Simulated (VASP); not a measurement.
Band structure of MgCdTe2 (space group R3m). These are modified Becke-Johnson potential (mBJ) with spin-orbit coupling, VASP's PBE PAW potentials (set 64) (plane waves; VASP) values and carry that method's errors.

mBJ is a potential without an energy functional, so only the levels count.

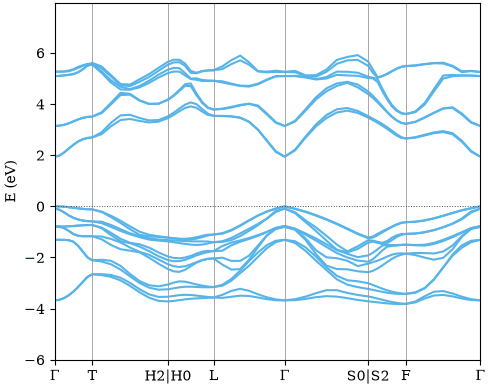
Figure: Bands along high-symmetry lines, zero at the valence-band maximum or, without a gap, the Fermi level

**Question.** Read the plot: is there a gap, and where are the band edges?

**Answer.** The gap is direct, 1.94 eV, from the valence maximum at Γ to the conduction minimum at Γ.

The structure comes from a computed database's MgCdTe2 entry (R3m); how it stands against other phases isn't given here. It was relaxed first. The cell's shape comes from a PBE relaxation.
